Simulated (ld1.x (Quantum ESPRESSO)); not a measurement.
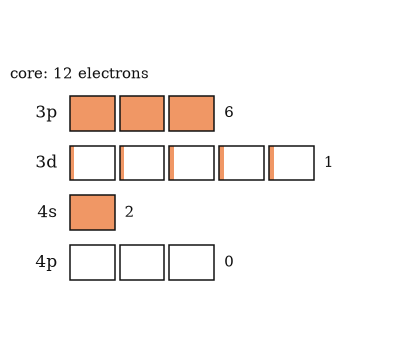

Figure 1. The valence shells of the reference configuration: a box for each of the 2l + 1 orbitals, shaded by the share of the shell that is filled, with the electron count at the right. The shells are those of the unaltered input.

**Pseudopotential generation for Sc**

- system: scandium (Sc, Z = 21), core [Ne] 3s2, reference valence 3p6 3d1 4s2 4p0, valence charge 9. (This line and the method describe the unaltered input from which the odd one was made.)
- method: TM potential, PBE, scalar-relativistic, made with ld1.x (Quantum ESPRESSO) 7.5

Input file:
```
 &input
   title='Sc', zed=21., rel=1, dft='PBE', iswitch=3,
   config='[Ar] 3d1 4s2 4p0',
   nld=3, rlderiv=3.20, eminld=-4.0, emaxld=5.0, deld=0.02
 /
 &inputp
   pseudotype=1, tm=.true., lloc=-1, rcloc=2.10,
   nlcc=.true., new_core_ps=.true., rcore=0.65,
   file_pseudopw='Sc.UPF', file_wfcaegen='ae.wfc', file_wfcncgen='nc.wfc', file_beta='beta', file_chi='chi'
 /
3
4S  1  0   2.00   0.00  2.95  2.95  0.0
3P  2  1   6.00   0.00  1.90  1.90  0.0
3D  3  2   1.00   0.00  1.35  1.35  0.0
 &test
   configts(1)='3p6 3d1 4s2 4p0'
 /
```

Hardware: 1 CPU thread, shared host.

Command:
```bash
ld1.x < Sc.in > Sc.out
```

Output:
```
     Program LD1 v.7.5
     --------------------------- All-electron run ----------------------------

     Sc
     scalar relativistic calculation

     atomic number is 21.00
     dft =PBE   lsd =0 sic =0 latt =0  beta=0.20 tr2=1.0E-14
     Exchange-correlation= PBE
                           (   1   4   3   4   0   0   0)
     mesh =1173 r(mesh) = 100.03074 a.u. xmin = -7.00 dx = 0.01250
     1 Ry =  13.60569312 eV, c = 137.03599908

     n l     nl                  e(Ry)          e(Ha)          e(eV)
     1 0     1S 1( 2.00)      -323.1935      -161.5967     -4397.2714
     2 0     2S 1( 2.00)       -34.8626       -17.4313      -474.3293
     2 1     2P 1( 6.00)       -28.5366       -14.2683      -388.2602
     3 0     3S 1( 2.00)        -4.0453        -2.0226       -55.0389
     3 1     3P 1( 6.00)        -2.4714        -1.2357       -33.6245
     3 2     3D 1( 1.00)        -0.2376        -0.1188        -3.2333
     4 0     4S 1( 2.00)        -0.3074        -0.1537        -4.1829
     4 1     4P 1( 0.00)        -0.1078        -0.0539        -1.4672

     final scf error:  6.8E-15 reached in  24 iterations

     Etot =   -1528.114898 Ry,    -764.057449 Ha,  -20791.062353 eV

     Ekin =    1539.719939 Ry,     769.859969 Ha,   20948.956985 eV
     Encl =   -3630.004249 Ry,   -1815.002125 Ha,  -49388.723849 eV
     Eh   =     639.917212 Ry,     319.958606 Ha,    8706.517205 eV
     Exc  =     -77.747799 Ry,     -38.873899 Ha,   -1057.812693 eV

     normalization and overlap integrals

     s(1S/1S) =  1.000000  <r> =   0.0730  <r2> =    0.0072  r(max) =   0.0476
     s(2S/2S) =  1.000000  <r> =   0.3435  <r2> =    0.1396  r(max) =   0.2845
     s(2P/2P) =  1.000000  <r> =   0.3077  <r2> =    0.1170  r(max) =   0.2329
     s(3S/3S) =  1.000000  <r> =   1.0748  <r2> =    1.3329  r(max) =   0.9213
     s(3P/3P) =  1.000000  <r> =   1.1685  <r2> =    1.6103  r(max) =   0.9685
     s(3D/3D) =  1.000000  <r> =   1.8688  <r2> =    4.8199  r(max) =   1.0974
     s(4S/4S) =  1.000000  <r> =   3.7207  <r2> =   15.9307  r(max) =   3.1361
     s(4P/4P) =  1.000000  <r> =   5.0669  <r2> =   30.1083  r(max) =   4.0268

     ------------------------ End of All-electron run ------------------------

     --------------------- Generating NC pseudopotential ---------------------

      Generating local potential from pseudized AE potential:
      Matching radius rcloc =   2.1000

      Local pseudo, rcloc= 2.076 Estimated cut-off energy=     5.73 Ry

      Computing core charge for nlcc:

       r > 0.66 : true rho core
      Core charge pseudized with two Bessel functions
      Integrated core pseudo-charge :   5.38

      Wfc   4S  rcut= 2.946  Using Troullier-Martins method

      Wfc   3P  rcut= 1.879  Using Troullier-Martins method

      Wfc   3D  rcut= 1.357  Using Troullier-Martins method

     ------------------- End of pseudopotential generation -------------------

     --------------------------- All-electron run ----------------------------

     Sc
     scalar relativistic calculation

     atomic number is 21.00
     dft =PBE   lsd =0 sic =0 latt =0  beta=0.20 tr2=1.0E-14
     Exchange-correlation= PBE
                           (   1   4   3   4   0   0   0)
     mesh =1173 r(mesh) = 100.03074 a.u. xmin = -7.00 dx = 0.01250
     1 Ry =  13.60569312 eV, c = 137.03599908

     n l     nl                  e(Ry)          e(Ha)          e(eV)
     1 0     1S 1( 2.00)      -323.1935      -161.5967     -4397.2714
     2 0     2S 1( 2.00)       -34.8626       -17.4313      -474.3293
     2 1     2P 1( 6.00)       -28.5366       -14.2683      -388.2602
     3 0     3S 1( 2.00)        -4.0453        -2.0226       -55.0389
     3 1     3P 1( 6.00)        -2.4714        -1.2357       -33.6245
     3 2     3D 1( 1.00)        -0.2376        -0.1188        -3.2333
     4 0     4S 1( 2.00)        -0.3074        -0.1537        -4.1829
     4 1     4P 1( 0.00)        -0.1078        -0.0539        -1.4672

     final scf error:  6.8E-15 reached in  24 iterations

     Etot =   -1528.114898 Ry,    -764.057449 Ha,  -20791.062353 eV

     Ekin =    1539.719939 Ry,     769.859969 Ha,   20948.956985 eV
     Encl =   -3630.004249 Ry,   -1815.002125 Ha,  -49388.723849 eV
     Eh   =     639.917212 Ry,     319.958606 Ha,    8706.517205 eV
     Exc  =     -77.747799 Ry,     -38.873899 Ha,   -1057.812693 eV

     normalization and overlap integrals

     s(1S/1S) =  1.000000  <r> =   0.0730  <r2> =    0.0072  r(max) =   0.0476
     s(2S/2S) =  1.000000  <r> =   0.3435  <r2> =    0.1396  r(max) =   0.2845
     s(2P/2P) =  1.000000  <r> =   0.3077  <r2> =    0.1170  r(max) =   0.2329
     s(3S/3S) =  1.000000  <r> =   1.0748  <r2> =    1.3329  r(max) =   0.9213
     s(3P/3P) =  1.000000  <r> =   1.1685  <r2> =    1.6103  r(max) =   0.9685
     s(3D/3D) =  1.000000  <r> =   1.8688  <r2> =    4.8199  r(max) =   1.0974
     s(4S/4S) =  1.000000  <r> =   3.7207  <r2> =   15.9307  r(max) =   3.1361
     s(4P/4P) =  1.000000  <r> =   5.0669  <r2> =   30.1083  r(max) =   4.0268

     ------------------------ End of All-electron run ------------------------

     Computing logarithmic derivative in   3.19551
     Computing logarithmic derivative in   3.19551
     Computing the partial wave expansion
     R is outside the sphere for l=    0 j= 0.00
     R is outside the sphere for l=    1 j= 0.00
     R is outside the sphere for l=    2 j= 0.00

     ---------------------- Testing the pseudopotential ----------------------

     Sc
     scalar relativistic calculation

     atomic number is 21.00   valence charge is  9.00
     dft =PBE   lsd =0 sic =0 latt =0  beta=0.20 tr2=1.0E-14
     mesh =1173 r(mesh) = 100.03074 xmin = -7.00 dx = 0.01250

     n l     nl             e AE (Ry)        e PS (Ry)    De AE-PS (Ry)
     2 1     3P   1( 6.00)       -2.47136       -2.47136        0.00000
     3 2     3D   1( 1.00)       -0.23765       -0.23764       -0.00001
     1 0     4S   1( 2.00)       -0.30744       -0.30744        0.00000
     3 1     4P   1( 0.00)       -0.10784       -0.10837        0.00053

     eps = 3.0E-16  iter =  6

     Etot =   -1528.114898 Ry,    -764.057449 Ha,  -20791.062353 eV
     Etotps =   -69.990566 Ry,     -34.995283 Ha,    -952.270167 eV

     Ekin =      30.769807 Ry,      15.384903 Ha,     418.644547 eV
     Encl =    -109.056775 Ry,     -54.528388 Ha,   -1483.793018 eV
     Ehrt =      45.006315 Ry,      22.503158 Ha,     612.342117 eV
     Ecxc =     -21.678585 Ry,     -10.839292 Ha,    -294.952169 eV
     (Ecc =     -11.044763 Ry,      -5.522382 Ha,    -150.271663 eV)
     Epseu=     -15.031329 Ry,      -7.515664 Ha,    -204.511643 eV

     ---------------------- End of pseudopotential test ----------------------
```

Outcome:

| quantity | value |
| --- | --- |
| outcome | generated |

What is odd here:

This input holds a deliberate oddity: pseudotype changed from 2 to 1. The program ran to the end. The all-electron atom is untouched: its total energy equals that from the unaltered input (−1528.1149 Ry). The pseudo-atom's total energy is unchanged, but its list of levels or their errors differ from those of the unaltered input. The pseudo-atom meets the occupied all-electron levels that the test lists within 0.00001 Ry. No test for ghost states or cutoffs was run on this potential, so its soundness isn't shown.
